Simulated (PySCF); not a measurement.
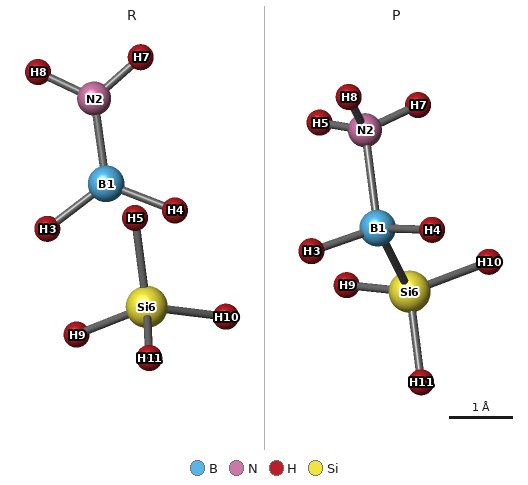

Reactant (R) and product (P) of one elementary step of BSiNH8. The picture is a ball-and-stick view, seen from a free direction.

Stationary points at PBE0-D4/def2-TZVP, single-point energies with CCSD(T)/CBS (def2-TZVPP where no basis is named; PySCF 2.14.0). The energies are electronic, without zero-point or thermal terms, and both ends are the relaxed geometries reached downhill from the saddle, with any fragments still in contact. CCSD(T)/CBS stands for a frozen-core estimate: MP2 correlation extrapolated from def2-TZVPP and def2-QZVPP, CCSD(T) minus MP2 from the smaller set.

R:
```xyz
11

B    -1.4719   -0.1283   -0.6093
N    -1.8731    1.1069   -1.0903
H    -0.8770   -0.8709   -1.3363
H    -1.7348   -0.4266    0.5201
H     1.2254    0.5599    0.4590
Si    2.0009   -0.5779    1.0149
H    -2.3751    1.7783   -0.5345
H    -1.6863    1.4204   -2.0275
H     3.2075   -0.8066    0.1791
H     2.4230   -0.2543    2.4022
H     1.1615   -1.8009    1.0227
```

P:
```xyz
11

B    -0.6144   -0.4872   -0.2140
N    -0.7753    1.0652   -0.6916
H    -0.6255   -1.1443   -1.2311
H    -1.5736   -0.7148    0.4887
H    -0.0111    1.3452   -1.2998
Si    1.1224   -0.7002    0.7921
H    -0.7854    1.6977    0.1035
H    -1.6433    1.1955   -1.2033
H     2.3321   -0.3159   -0.0120
H     1.2179    0.1601    2.0203
H     1.3563   -2.1013    1.2473
```

Q: Predict the saddle point between them and the barrier.

A: Counted by bonded pieces, R holds BH₄N + SiH₄ and P holds SiBH₈N. From R over the saddle to P, bonds form: B1–Si6 (3.86 → 2.20 → 2.02 Å), N2–H5 (3.51 → 1.36 → 1.02 Å). A bond breaks: H5–Si6 (1.48 → 1.85 → 3.14 Å). The saddle has one imaginary mode, 1417i cm⁻¹. The end R keeps a soft imaginary mode of 45i cm⁻¹, so it isn't quite a minimum. With CCSD(T)/CBS the barrier is 2.09 eV from R and 1.82 eV from P, and P lies 0.26 eV above R.

Saddle geometry:

```xyz
11

B    -0.7491   -0.3302   -0.2322
N    -0.9982    1.1424   -0.7173
H    -0.6112   -1.1306   -1.1168
H    -1.3872   -0.6532    0.7329
H     0.1447    0.7058   -0.1254
Si    1.2421   -0.5496    0.6667
H    -1.6466    1.7066   -0.1960
H    -1.0147    1.3159   -1.7075
H     2.4368   -0.3812   -0.2102
H     1.5149    0.1689    1.9449
H     1.0686   -1.9946    0.9611
```

The saddle point in the same view, with dashed sticks for the bonds that form or break:

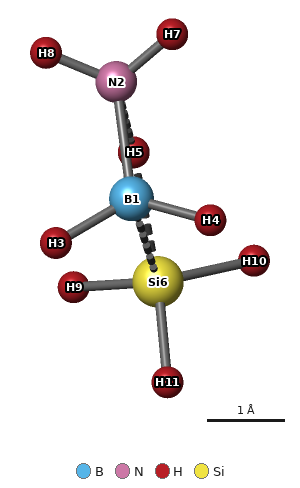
